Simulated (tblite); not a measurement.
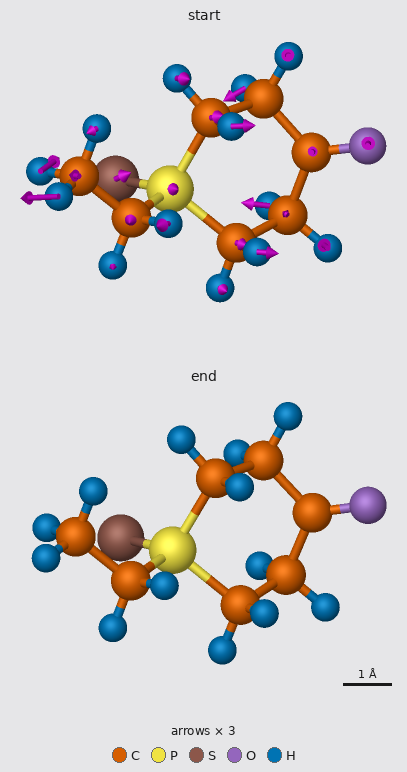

The structure of C$_{7}$H$_{13}$OPS before (top) and after (bottom) a relaxation, at one scale. The purple arrows give the displacements, magnified 3 times.

A ball-and-stick model, seen at a tilt.

All numbers below come from GFN2-xTB geometry optimisation, gas phase (tblite). 

**What changed between the two?**

The energy falls by 0.200 eV in 72 geometry steps. The atom that moves furthest after the best rigid fit is an H atom (0.36 Å). Largest moves by element: H 0.36 Å, O 0.18 Å, S 0.15 Å, C 0.15 Å, P 0.11 Å. Near-neighbour distances that change, for instance: C–P 1.805 → 1.847 Å, C–O 1.239 → 1.204 Å, C–C 1.500 → 1.522 Å, P–S 1.955 → 1.937 Å. Among the angles between lasting bonds that change: C–C–P 115.5° → 110.1°, P–C–C 111.8° → 107.8°, C–C–H 111.6° → 108.7°.
